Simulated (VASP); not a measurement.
Band structure of HgO (space group P3_121). All values below come from LDA (Ceperley-Alder, Perdew-Zunger), VASP's LDA PAW potentials (set 64) (plane waves; VASP).

Unless said otherwise, spin-orbit coupling is left out, though it shifts the bands of the heavy elements here.

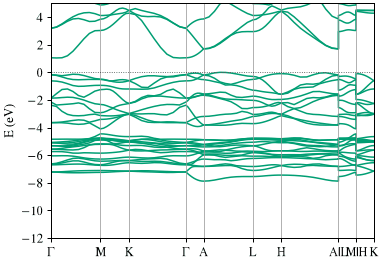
Figure: Bands along high-symmetry lines, zero at the valence-band maximum or, without a gap, the Fermi level

Read the plot: is there a gap, and where are the band edges?

The gap is indirect, 1.04 eV, from the valence maximum at A-L at 0.33 to the conduction minimum at K-Γ at 0.89. (Edges off the drawn lines would not show.)

The structure comes from a computed database's HgO entry (P3_121); how it stands against other phases isn't given here. It was relaxed first, which changed the volume by -8 %.
